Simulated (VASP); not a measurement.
Band structure of CdSe (space group C2/c). Computed with PBE GGA, VASP's PBE PAW potentials (set 64) (plane waves; VASP).

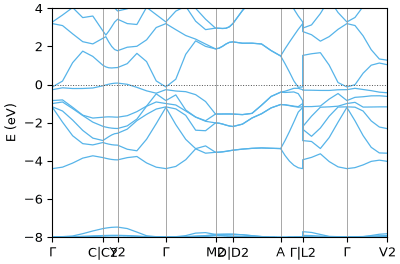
Bands along high-symmetry lines, zero at the valence-band maximum or, without a gap, the Fermi level

**Question.** Read the plot: is there a gap, and where are the band edges?

**Answer.** It has no gap at this level: it comes out as a metal or semimetal.

The structure was generated: CdSe was put into an ordered model structure, which need not be its known phase. The cell was not relaxed at this level. The k-mesh is coarse (spacing up to 0.42 per Å, 2π included), so the numbers may not be converged in it.
